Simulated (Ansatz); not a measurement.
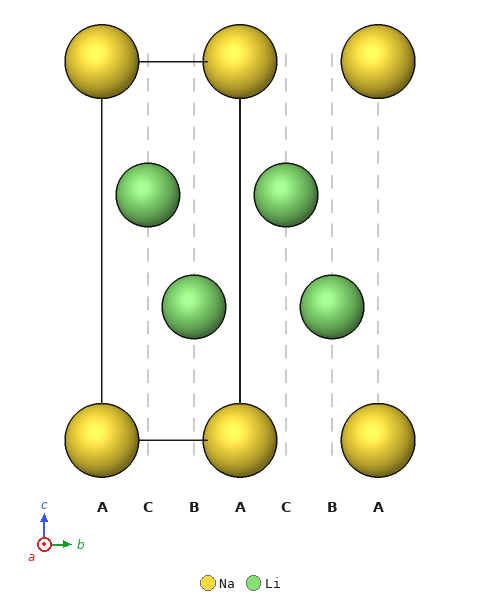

The picture looks along a close-packed row of the hexagonal mesh; c points upwards. The dashed lines mark the three columns A (0, 0), B (1/3, 2/3) and C (2/3, 1/3). The sequence starts with the first layer at or above the cell's origin.

NaLi₂. Coordinates: coordinates from a relaxation with DFT PBE, scalar-relativistic, plane waves, PAW in Ansatz 0.2.0; the starting structure was generated, so it need not be a known form of this composition.

**Give the sequence of layers in one repeat, with element and column.**

Na(A) – Li(B) – Li(C) (three layers in 7.95 Å).

**Taking all atoms as equal spheres, what packing is it?**

As equal spheres, ABC: cubic close packing.

Heights of the layers:

```csv
layer,atoms (column),height (Å),to next (Å)
1,Na(A),0.00,2.80
2,Li(B),2.80,2.35
3,Li(C),5.15,2.80
```
